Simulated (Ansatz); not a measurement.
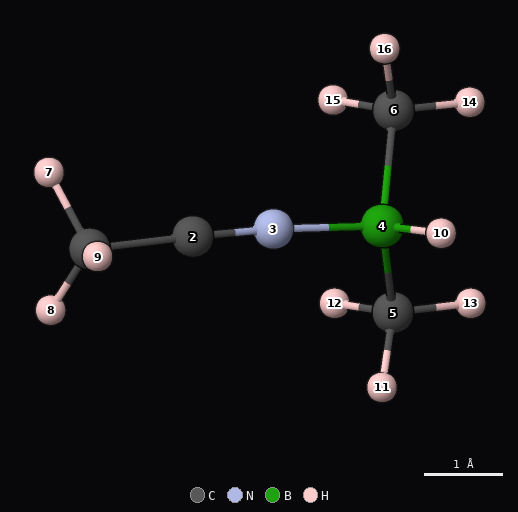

C4H10BN (coarse preliminary run), before the relaxation. Style: ball-and-stick. Shown at a tilt.

The start comes from a force field.

The calculation used RKS PBE-D4/def2-SVP (Ansatz 0.2.0).

The input:
```yaml
crystal:
  periodic: [false, false, false]
  atoms:
    - {symbol: C, position_ang: [-0.399500, -1.712900, 2.607000]}
    - {symbol: C, position_ang: [-0.108000, -0.824100, 1.452300]}
    - {symbol: N, position_ang: [0.134500, -0.150000, 0.535500]}
    - {symbol: B, position_ang: [0.590700, 0.720500, -0.616600]}
    - {symbol: C, position_ang: [0.812100, -0.216100, -1.912900]}
    - {symbol: C, position_ang: [-0.689200, 1.741200, -0.913600]}
    - {symbol: H, position_ang: [-1.435700, -1.402300, 2.962500]}
    - {symbol: H, position_ang: [-0.392700, -2.715600, 2.277600]}
    - {symbol: H, position_ang: [0.293300, -1.491500, 3.450900]}
    - {symbol: H, position_ang: [1.498900, 1.337500, -0.327400]}
    - {symbol: H, position_ang: [1.640600, -0.899400, -1.654200]}
    - {symbol: H, position_ang: [-0.071400, -0.796600, -2.137100]}
    - {symbol: H, position_ang: [1.038400, 0.455200, -2.776400]}
    - {symbol: H, position_ang: [-0.451800, 2.393100, -1.750900]}
    - {symbol: H, position_ang: [-1.615300, 1.145700, -1.151200]}
    - {symbol: H, position_ang: [-0.867900, 2.392900, -0.001200]}
basis:
  gaussian: {orbitals: def2-SVP}
hamiltonian: {xc: pbe, dispersion: d4}
relax: {f_tol: 0.03, max_steps: 200}
```

Run as
```bash
ansatz run in.yaml --threads 4 --pin off --events-out ev --progress --plain --max-ram 11315MiB
```

### What does the optimiser find from here?

The largest move after the best rigid fit is that of H13, 0.13 Å. Largest moves by element: H 0.13 Å, B 0.08 Å, N 0.06 Å, C 0.06 Å. Near-neighbour distances that change, for instance: B4–H10 1.135 → 1.244 Å, C1–H8 1.055 → 1.109 Å, C1–C2 1.486 → 1.450 Å, C5–H12 1.081 → 1.112 Å. Bond angles that change, for instance: N3–B4–H10 111.1° → 102.4°, B4–C5–H11 105.9° → 113.6°, H11–C5–H13 113.6° → 106.9°. The energy falls by 44.0 kJ/mol in 6 geometry steps. Largest force component: 3.3 eV/Å at the start, 0.0041 eV/Å at the end.

The structure at the end:

```xyz
16

C    -0.4180   -1.6638    2.6060
C    -0.0905   -0.8242    1.4698
N     0.1846   -0.1439    0.5633
B     0.5263    0.7464   -0.6536
C     0.8326   -0.2468   -1.9120
C    -0.7284    1.7654   -0.8795
H    -1.4326   -1.4230    2.9828
H    -0.3949   -2.7330    2.3136
H     0.3111   -1.5053    3.4264
H     1.5488    1.3423   -0.2688
H     1.6608   -0.9626   -1.7231
H    -0.0603   -0.8334   -2.2217
H     1.1322    0.3716   -2.7843
H    -0.4792    2.4510   -1.7167
H    -1.6650    1.2358   -1.1618
H    -0.9505    2.4011    0.0040
```

After the run, drawn alike:

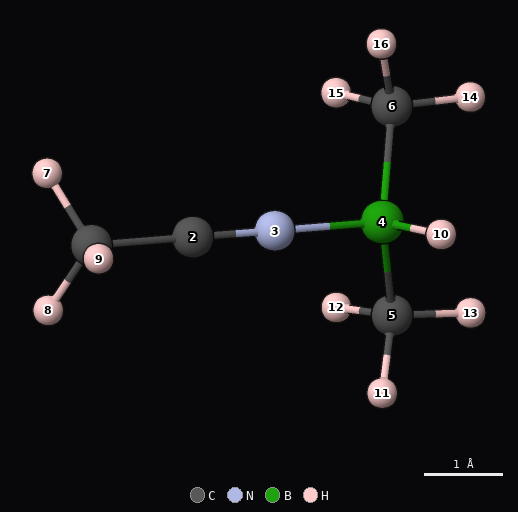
